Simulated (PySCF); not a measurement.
Vertical excitations of a molecule C4H7O, multiplicity 2 from TDA-CAM-B3LYP/def2-SVPD (PySCF), as energy in eV (oscillator strength): 1.79 (0.000), 4.67 (0.016), 5.32 (0.000), 5.45 (0.000), 5.87 (0.001), 6.20 (0.000), 6.22 (0.025), 6.75 (0.185), 6.92 (0.010), 6.96 (0.004). Geometry: PBE-D3(BJ)/def2-SVP. One conformer was computed; it need not be the lowest.

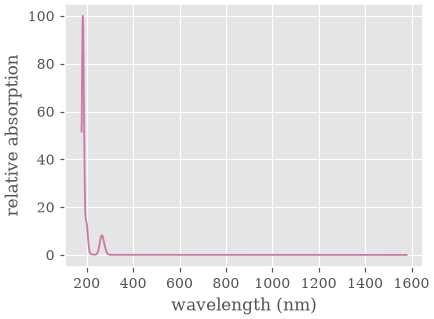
Figure: The lines broadened by 0.4 eV.

**Question.** Which molecule gave these data?
A. C[CH]C(C)=O
B. [CH2]CC(C)=O
C. [CH2]C(=O)CC
D. [CH]1CCCO1

**Answer.** C, [CH2]C(=O)CC
